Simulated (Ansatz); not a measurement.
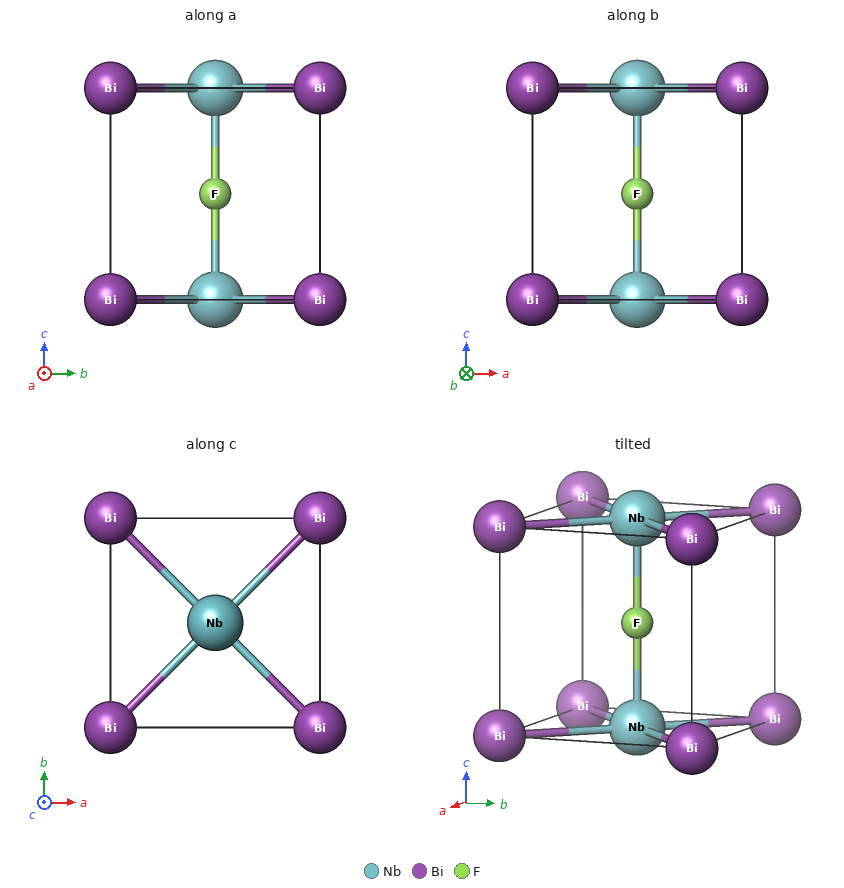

Ball-and-stick model, viewed along the a axis, along the b axis, along the c axis and slightly off an axis. The parallelepiped is the conventional unit cell.

Lattice parameters: a = 4.0680 Å, b = 4.0680 Å, c = 4.1098 Å, α = 90.000°, β = 90.000°, γ = 90.000°.

> Put the structure into a CIF with its space group and independent sites.

```cif
data_structure
_symmetry_space_group_name_H-M 'P 4/m m m'
_symmetry_Int_Tables_number 123
_cell_length_a 4.0680
_cell_length_b 4.0680
_cell_length_c 4.1098
_cell_angle_alpha 90.000
_cell_angle_beta 90.000
_cell_angle_gamma 90.000
_cell_volume 68.01
loop_
_atom_site_label
_atom_site_type_symbol
_atom_site_symmetry_multiplicity
_atom_site_Wyckoff_symbol
_atom_site_fract_x
_atom_site_fract_y
_atom_site_fract_z
_atom_site_occupancy
Nb1 Nb 1 c 0.5000 0.5000 0.0000 1
Bi1 Bi 1 a 0.0000 0.0000 0.0000 1
F1 F 1 d 0.5000 0.5000 0.5000 1
```

It goes back to a structure type filled with these elements by a generator (whether the compound takes this form wasn't checked). A relaxation with DFT PBE, scalar-relativistic, plane waves, PAW in Ansatz gave the geometry drawn.
